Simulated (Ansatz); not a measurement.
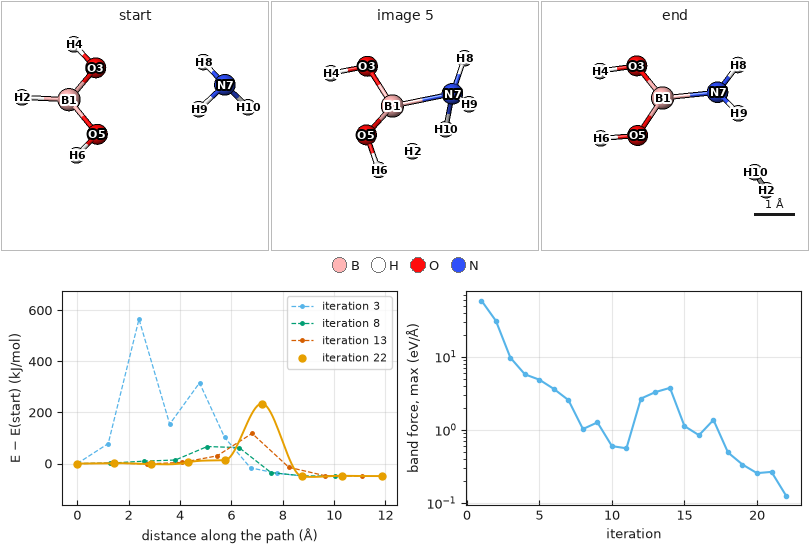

NEB run on BNH6O2, made up at the start of BH₃O₂ and NH₃. Images are numbered from 0 (start) to 8 (end). The plot follows the band through its iterations. The picture is a ball-and-stick view, seen from a free direction.

These are results of Ansatz, RHF/6-31G*, not measurements. Settings: 7 movable images; climbing image; force threshold 0.2 eV/Å; iteration limit 60; starting path through a guess of the saddle point.

### How did the profile develop, and is the result final?

The run met only a loose threshold, so the barrier can't be trusted yet. The band converged in 22 iterations. The largest component of the band force went from 59 to 0.13 eV/Å. The climbing image converged on the top of the path. Its curvatures weren't checked. The force threshold is so loose that the height of the top is at best an upper bound. The first iteration put the highest image at 2498.4 kJ/mol. The energy climbs by 235.0 kJ/mol to image 5 and then falls by 283.8 kJ/mol, so the end point sits at −48.9 kJ/mol. Image 6 lies below both ends, at −50.0 kJ/mol, which points to an intermediate minimum that so few images don't resolve.

Limits of the set-up: the start holds two separate molecules, 2.7 Å apart at their closest, whose relative position is a soft coordinate and is computed without a dispersion correction; Hartree-Fock leaves out electron correlation.

Cost: 3.3 min on 1 thread of Intel(R) Xeon(R) Platinum 8375C CPU @ 2.90GHz (Ice Lake), with other jobs on the host, peak memory 0.13 GiB.
